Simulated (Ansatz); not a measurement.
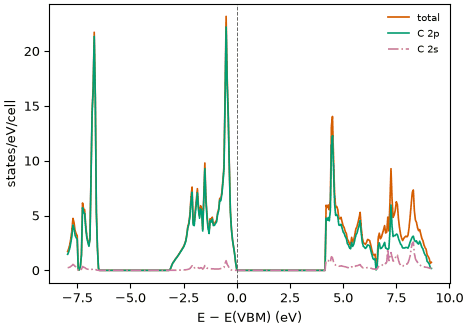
Figure: Total and projected density of states of C in space group Pn-3m (No. 224; C on 2a, C on 8e), DFT-PBE in the program Ansatz with PAW potentials

### Question
Which orbitals carry the states next to the gap?

### Answer
Top 1 eV of the valence band: C 2p 97 %. Bottom 1 eV of the conduction band: C 2p 86 %, C 2s 10 %. Projections are on Löwdin-orthogonalised atomic valence shells; empty p or d shells of many metals are not among them.

### Question
Where is the tallest occupied peak in this window, and what makes it?

### Answer
Near -0.5 eV, about 23 states/eV per cell; the largest projected share is C 2p.

The start of the workflow was typed in or built on a structure type; neither database checked (COD, Materials Project) lists it. It is not the phase usual at ambient conditions (space group No. 194, 227). Symmetry was held in the PBE relaxation; its stability against distortions is not shown here.

Potentials: the later of the program's two PAW sets.
